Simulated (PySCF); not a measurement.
**Cl2H2HfO2, SMILES `O[Hf](O)(Cl)Cl`: what the electrons do**

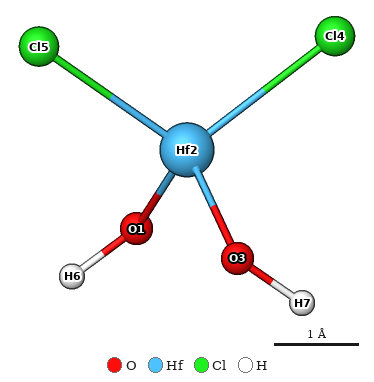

The molecule, with its atoms numbered as below. No frequency check shows the geometry to be a minimum.

Geometry (Å), atoms numbered from 1:

```
O1       0.4006   -1.3152    1.4100
Hf2      0.0001   -0.1858    0.0001
O3      -0.4007   -1.3150   -1.4108
Cl4     -1.8171    1.1222    0.1991
Cl5      1.8166    1.1226   -0.1992
H6       1.1857   -1.8723    1.3746
H7      -1.1857   -1.8722   -1.3755
```

### 1. Bonding charge

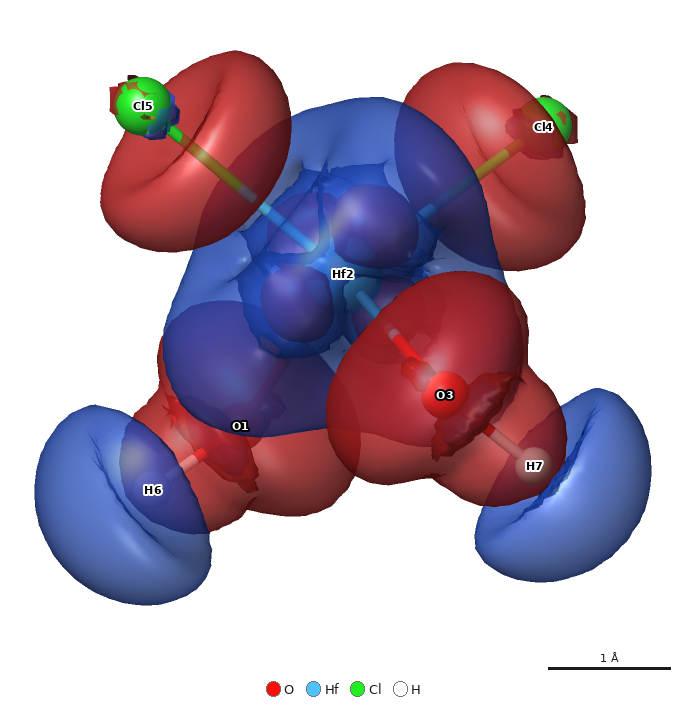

Deformation density (molecule less spherical, spin-averaged free atoms at the same positions), surfaces at ±0.04 e/Å³; red: gain, blue: loss.

PySCF calculation, PBE/def2-TZVP, gas phase; geometry: GFN2-xTB. Core potentials replace the inner electrons of Hf; spin–orbit coupling isn't included. This is a single-reference result, which may miss multireference character in this system.

> How much density has each bond gained at its critical point, relative to the free atoms?

O1–Hf2 and Hf2–O3: +0.11 e/Å³ at the bond critical point (bond length 1.85 Å, Mayer order 1.2); up to 0.6 Å beside the axis the gain reaches +0.36 e/Å³. Hf2–Cl5 and Hf2–Cl4: +0.08 e/Å³ at the bond critical point (bond length 2.25 Å, Mayer order 1.1). In all, 1.7 electrons gather in the regions of gain relative to the promolecule. A small or negative value marks a very polar bond, one between electron-rich atoms, whose free-atom densities already overlap strongly, a long bond to a heavier atom, or a closed-shell contact such as a hydrogen bond.

> Where do the Hirshfeld charges lie?

The highest Hirshfeld charge is on Hf2 (+0.65 e), the lowest on O1 and O3 (−0.32 e).

### 2. Local ionisation energy

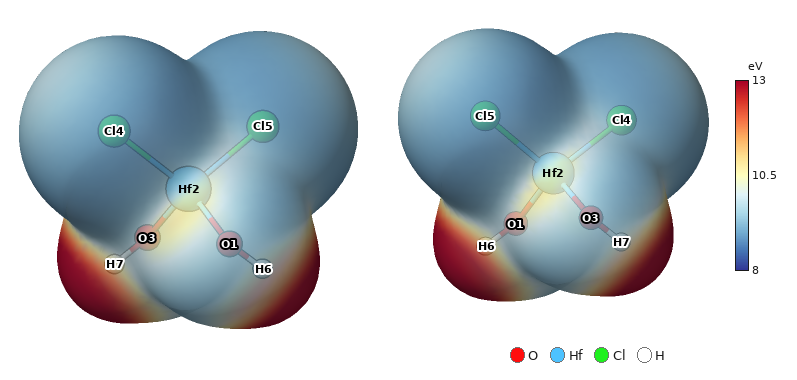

Average local ionisation energy on the surface of electron density 0.001 a.u. (back view left, front view right).

> Locate the minima of the map.

The lowest value is 8.8 eV, 2.1 Å from Cl4, and at like points elsewhere. Further minima include 9.2 eV, 1.9 Å from O3, and at like points elsewhere. For comparison, the highest occupied orbital lies at −7.7 eV.

### 3. In an electric field

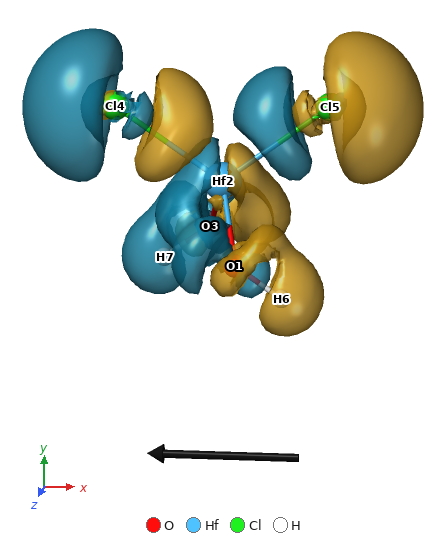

Change of the electron density in a uniform field of 0.21 V/Å along −x (arrow), surfaces at ±0.0015 e/Å³ (yellow: gain, teal: loss).

PySCF calculation, PBE/def2-TZVP, gas phase; geometry: GFN2-xTB. Core potentials replace the inner electrons of Hf; spin–orbit coupling isn't included. This is a single-reference result, which may miss multireference character in this system. A basis without diffuse functions makes polarisabilities too small.

The field was applied in both directions; the picture shows the one opposite to the script's first.

> How large is the response?

The induced dipole is 0.76 D (along the field); α along this axis, from the fields in both directions, is 75 bohr³ (11.1 Å³).

### 4. Removing or adding an electron

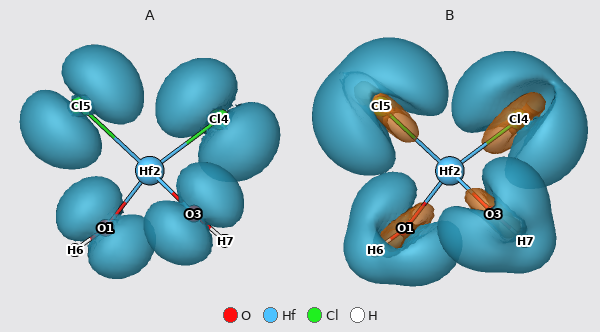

The Fukui function f⁻ from two separate SCF calculations and the density of the HOMO, at ±0.01 e/Å³ (light blue positive, orange negative).

Level of theory: PBE/def2-TZVP (PySCF), at a geometry from GFN2-xTB. Core potentials replace the inner electrons of Hf; spin–orbit coupling isn't included. This is a single-reference result, which may miss multireference character in this system.

> Which panel is which, and how good is the frozen-orbital picture?

B is f⁻ (it has negative regions), A the HOMO density. The HOMO lies on Cl4 and Cl5 (27 % each), O1 and O3 (19 % each) and Hf2 (6 %); f⁻ (Hirshfeld-condensed) is largest on Cl4 and Cl5 (0.26 each); the vertical ionisation energy is 10.52 eV (the stability of the cation's solution wasn't checked). Relaxation shifts 14 % of the electron between atoms. The orbital energy is −7.73 eV.

The PySCF runs shown took 34 s, 79 s and 120 s on 1 thread of Intel(R) Xeon(R) Platinum 8259CL CPU @ 2.50GHz (Skylake/Cascade Lake) (shared host).
